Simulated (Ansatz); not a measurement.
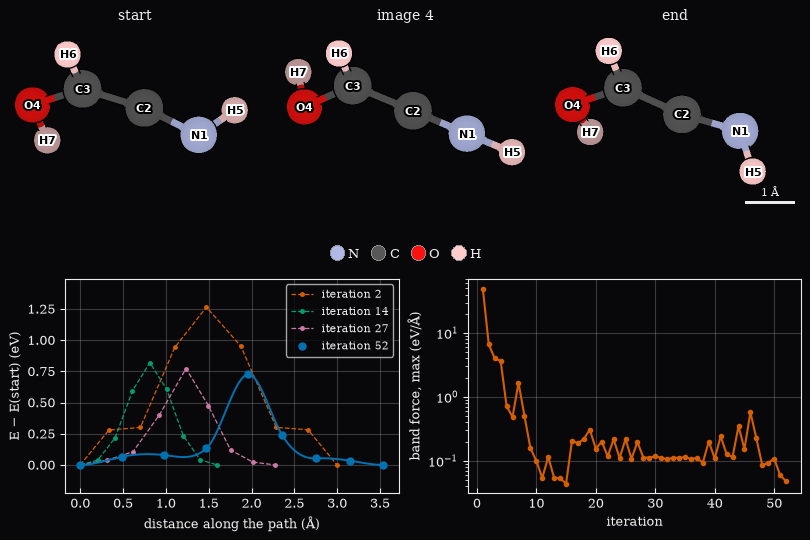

A search for the minimum-energy path of C2H3NO by the nudged elastic band. Images are numbered from 0 (start) to 8 (end). The plot follows the band through its iterations. Style: ball-and-stick. Shown from a free direction.

Theory: RKS BLYP-D4/def2-SVP in Ansatz 0.2.0. Set-up: 7 movable images; climbing image; force threshold 0.05 eV/Å; iteration limit 60; starting path by straight interpolation.

**How did the profile develop, and is the result final?**

The run is converged, with reservations. The band converged in 52 iterations. The largest component of the band force went from 50 to 0.048 eV/Å. The climbing image converged on the top of the path. Its curvatures weren't checked. The straight starting path can push atoms close together and costs iterations. The first iteration put the highest image at 8.21 eV. The barrier is about 0.73 eV in both directions, with image 4 at the top; the ends have the same energy.

Cost: 6.2 min on 1 thread of Intel(R) Xeon(R) Platinum 8488C (Sapphire Rapids), with other jobs on the host, peak memory 0.15 GiB.
